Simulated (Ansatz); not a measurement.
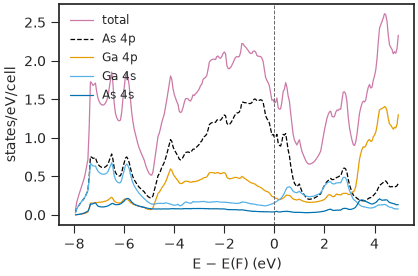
Total and projected density of states of GaAs (NiAs type, P6_3/mmc), the program Ansatz at the r²SCAN level (PAW)

### Question
Which orbitals carry the states next to the Fermi level?

### Answer
Within 0.5 eV of the Fermi level: As 4p 68 %, Ga 4p 16 %, Ga 4s 11 %. Projections are on Löwdin-orthogonalised atomic valence shells; empty p or d shells of many metals are not among them.

### Question
Where is the tallest occupied peak in this window, and what makes it?

### Answer
Near -1.3 eV, about 2.2 states/eV per cell; the largest projected share is As 4p.

The start of the workflow was typed in or built on a structure type; neither database checked (COD, Materials Project) lists it. It is not the phase usual at ambient conditions (space group No. 216). The r²SCAN relaxation kept the symmetry of its start; its stability against distortions is not shown here. Spin–orbit coupling is left out wherever it is not named.

Potentials: the later of the program's two PAW sets.
